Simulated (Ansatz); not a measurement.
**One shape, several levels: BH2OF (SMILES OBF)**

We compute a comparison of 6 runs (UHF/STO-3G, PBE0/STO-3G, UB3LYP/STO-3G, r2SCAN0/STO-3G, BCCD(T)/STO-3G, CCSD/STO-3G) of BH2OF. 

The calculation is run with Ansatz 0.2.0.

70 further runs of the same task are left out: 1 that didn't finish, 69 set aside as unsound or not needed.

**1. Starting point**

BH2OF has 5 atoms, charge 0, and is taken as a singlet. SMILES: `OBF`. The B2–O1 distance was set to 2.689 Å, away from the relaxed value. At this shape a bond of the SMILES string is far longer than usual.

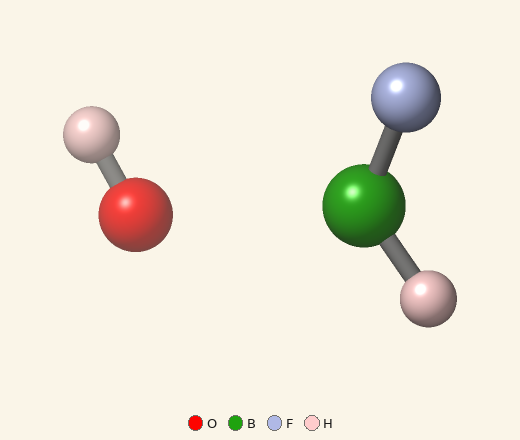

The structure, seen from a chosen angle (oxygen red, boron green, fluorine light blue, hydrogen pink).

**2. A single-point energy at UHF/STO-3G (run 1)**

Contents of molecule.yaml:

```yaml
crystal:
  periodic: [false, false, false]
  atoms:
    - {symbol: O, position_ang: [-2.295823, 0.345003, 0.112699]}
    - {symbol: B, position_ang: [0.365000, -0.030200, 0.201100]}
    - {symbol: F, position_ang: [1.039200, -0.323700, -0.909500]}
    - {symbol: H, position_ang: [-2.667623, 0.245003, -0.770001]}
    - {symbol: H, position_ang: [0.948300, 0.065400, 1.236000]}
basis:
  gaussian:
    orbitals: STO-3G
magnetization:
  spin_polarized: true
hamiltonian:
  xc: hf
accuracy: high
```

On the command line:

```sh
$ ansatz run molecule.yaml --threads 1 --pin off --max-ram 2610MiB --events-out events.jsonl --progress --plain --runs-dir runs
```

What it wrote:

```text
Warning: RAYON_NUM_THREADS=1 ignored (pool sized by the plan → 1); use --threads N
Functional definition: HF
  name "HF"
  exchange = exact_x
  correlation = 0
277 factors; integrals over basis functions are off by at most 4.0e-8 eV
mean field evaluation 1: about -5355.9082 eV, gradient 2.5e1 eV
mean field evaluation 2: about -5355.9402 eV, gradient 2.5e1 eV
mean field evaluation 4: about -5360.7232 eV, gradient 1.4e1 eV
mean field evaluation 8: about -5364.7038 eV, gradient 2.6e0 eV
mean field evaluation 16: about -5364.7543 eV, gradient 2.2e-8 eV
mean field evaluation 32: about -5369.0656 eV, gradient 1.4e-8 eV
mean field evaluation 64: about -5368.8601 eV, gradient 1.1e0 eV
mean field evaluation 96: about -5368.7100 eV, gradient 4.9e0 eV
mean field evaluation 128: about -5359.1261 eV, gradient 4.9e0 eV
mean field evaluation 160: about -5364.7540 eV, gradient 1.6e-1 eV
mean field -5369.06564442 eV, -197.3095231491 hartree, gradient 1.4e-8 eV, S^2 0.970261; 7 other end points of the search recorded, 0 dependent functions left out
reference -5369.06564442 eV, -197.3095231491 hartree; 12, 12 occupied and 5, 5 virtual orbitals, 277 factors
Total energy: -5369.06564442 eV, -197.3095231491 hartree
```

It took 0.24 s on 1 thread of Arm Neoverse V1, shared host.

**3. The energy at PBE0/STO-3G (run 2)**

Contents of in.yaml:

```yaml
crystal:
  periodic: [false, false, false]
  atoms:
    - {symbol: O, position_ang: [-2.295823, 0.345003, 0.112699]}
    - {symbol: B, position_ang: [0.365000, -0.030200, 0.201100]}
    - {symbol: F, position_ang: [1.039200, -0.323700, -0.909500]}
    - {symbol: H, position_ang: [-2.667623, 0.245003, -0.770001]}
    - {symbol: H, position_ang: [0.948300, 0.065400, 1.236000]}
basis:
  gaussian: {orbitals: STO-3G}
hamiltonian: {xc: {name: PBE0}}
accuracy: high
```

On the command line:

```sh
$ ansatz run in.yaml --threads 1 --pin off --max-ram 2610MiB --events-out events.jsonl --progress --plain --runs-dir runs
```

What it wrote:

```text
Warning: RAYON_NUM_THREADS=1 ignored (pool sized by the plan → 1); use --threads N
Functional definition: PBE0
  name "PBE0"
  parameter a = 0.25
  parameter kappa = 0.804
  parameter beta = 0.06672455060314922
  exchange = (1 - a)*pbe_x(kappa = kappa, mu = beta*pi^2/3) + a*exact_x
  correlation = pbe_c(beta = beta)
277 factors; integrals over basis functions are off by at most 4.0e-8 eV
mean field evaluation 1: about -5377.3076 eV, gradient 3.1e1 eV
mean field evaluation 2: about -5253.8606 eV, gradient 9.4e1 eV
mean field evaluation 4: about -5380.6751 eV, gradient 2.4e1 eV
mean field evaluation 8: about -5385.1772 eV, gradient 1.3e1 eV
mean field evaluation 16: about -5385.8539 eV, gradient 8.3e-4 eV
mean field -5385.85385721 eV, -197.9264785894 hartree, gradient 3.8e-8 eV, S^2 0.000000; 0 other end points of the search recorded, 0 dependent functions left out
reference -5385.85385850 eV, -197.9264786372 hartree; 12, 12 occupied and 5, 5 virtual orbitals, 277 factors
Total energy: -5385.85385850 eV, -197.9264786372 hartree
```

It took 0.89 s on 1 thread of Arm Neoverse V1, shared host; peak memory 0.091 GiB.

**4. A single-point energy at UB3LYP/STO-3G (run 3)**

Contents of run.yaml:

```yaml
crystal:
  periodic: [false, false, false]
  atoms:
    - {symbol: O, position_ang: [-2.295823, 0.345003, 0.112699]}
    - {symbol: B, position_ang: [0.365000, -0.030200, 0.201100]}
    - {symbol: F, position_ang: [1.039200, -0.323700, -0.909500]}
    - {symbol: H, position_ang: [-2.667623, 0.245003, -0.770001]}
    - {symbol: H, position_ang: [0.948300, 0.065400, 1.236000]}
basis:
  gaussian: {orbitals: STO-3G}
magnetization: {spin_polarized: true}
hamiltonian: {xc: {name: B3LYP}}
accuracy: high
```

On the command line:

```sh
$ ansatz run run.yaml --threads 1 --pin off --max-ram 2610MiB --events-out events.jsonl --progress --plain --runs-dir runs
```

What it wrote:

```text
Warning: RAYON_NUM_THREADS=1 ignored (pool sized by the plan → 1); use --threads N
Functional definition: B3LYP
  name "B3LYP"
  parameter a0 = 0.2
  parameter ax = 0.72
  parameter ac = 0.81
  exchange = (1 - a0 - ax)*slater_x + ax*b88_x + a0*exact_x
  correlation = (1 - ac)*vwn_rpa_c + ac*lyp_c
277 factors; integrals over basis functions are off by at most 4.0e-8 eV
mean field evaluation 1: about -5382.4418 eV, gradient 2.2e1 eV
mean field evaluation 2: about -5255.8766 eV, gradient 7.1e1 eV
mean field evaluation 4: about -5387.9808 eV, gradient 1.5e1 eV
mean field evaluation 8: about -5387.9436 eV, gradient 1.5e1 eV
mean field evaluation 16: about -5391.0247 eV, gradient 5.6e-7 eV
mean field evaluation 32: about -5391.0904 eV, gradient 2.0e-1 eV
mean field -5391.76318285 eV, -198.1436423016 hartree, gradient 2.5e-8 eV, S^2 0.770784; 5 other end points of the search recorded, 0 dependent functions left out
reference -5391.76320818 eV, -198.1436432322 hartree; 12, 12 occupied and 5, 5 virtual orbitals, 277 factors
Total energy: -5391.76320818 eV, -198.1436432322 hartree
```

It took 4.5 s on 1 thread of Arm Neoverse V1, shared host; peak memory 0.12 GiB.

Runs 4 to 5 aren't shown in full; the table further down has their settings and results.

**5. The energy at CCSD/STO-3G (run 6)**

molecule.yaml: that of step 2 with these lines changed.

```diff
@@ -9,8 +9,5 @@
 basis:
-  gaussian:
-    orbitals: STO-3G
-magnetization:
-  spin_polarized: true
-hamiltonian:
-  xc: hf
+  gaussian: {orbitals: STO-3G}
+correlation: {method: ccsd, frozen_orbitals: {B: 1, F: 1, H: 0, O: 1}}
 accuracy: high
+scf: {omitted_lower_state_checks: [cluster_reference, increment]}
```

On the command line:

```sh
$ ansatz run molecule.yaml --threads 1 --pin off --max-ram 2610MiB --events-out events.jsonl --progress --plain --runs-dir runs
```

What it wrote:

```text
Warning: RAYON_NUM_THREADS=1 ignored (pool sized by the plan → 1); use --threads N
[... 13 lines left out ...]
3 core orbitals not correlated: weight in the atoms' cores, before any rotation towards them, 1.000 or more for the frozen orbitals, at most 0.000 for the correlated occupied ones
[... 31 lines left out ...]
WARN: these amplitudes may be one of several solutions (largest doubles amplitude 0.64, level shift 10.00 eV)
Total energy: -5371.57207850 eV, -197.4016329026 hartree
Checks for a lower state left out: cluster_reference, increment
```

Run time: 0.22 s. Hardware: 1 thread of Arm Neoverse V1, shared host.

**6. Overview of the runs**

```tsv
run	level	frozen core orbitals	energy (Eh)	wall time
1	UHF/STO-3G	–	-197.309523	0.24 s
2	PBE0/STO-3G	–	-197.926479	0.89 s
3	UB3LYP/STO-3G	–	-198.143643	4.5 s
4	r2SCAN0/STO-3G	–	-198.023184	2.4 s
5	BCCD(T)/STO-3G	3	-197.413646	0.32 s
6	CCSD/STO-3G	3	-197.401633	0.22 s
```

**7. Summary of results**

| quantity | value |
| --- | --- |
| run 6: total energy | -197.40163 Eh |
| run 6: correlation energy (3 core orbitals frozen) | -250.6 mEh |
| run 6: T1 diagnostic | 0.037 |

What this shows: Below the UHF energy at the same shape and in the same basis (STO-3G): BCCD(T) -104.1 mEh; CCSD -92.1 mEh. Some of these start from another determinant than that one, so these aren't their correlation energies. Totals of different functionals can't be ranked against each other. In run 6 the T1 diagnostic is large, so a single reference may not serve. In runs 5, 6 the log says that unrestricted orbitals would lower the reference, so the values rest on an unstable closed-shell determinant (other closed-shell runs at this shape may share the fault). In runs 1, 2, 3, 4, 5, 6 the basis is minimal, so the values are rough. Spin contamination of the reference: run 1 ⟨S²⟩ = 0.97, run 3 ⟨S²⟩ = 0.77. Where it is this large, the reference is a mixture of spin states, and values that rest on it are in doubt. All runs together took 8.6 s, the longest 4.5 s.
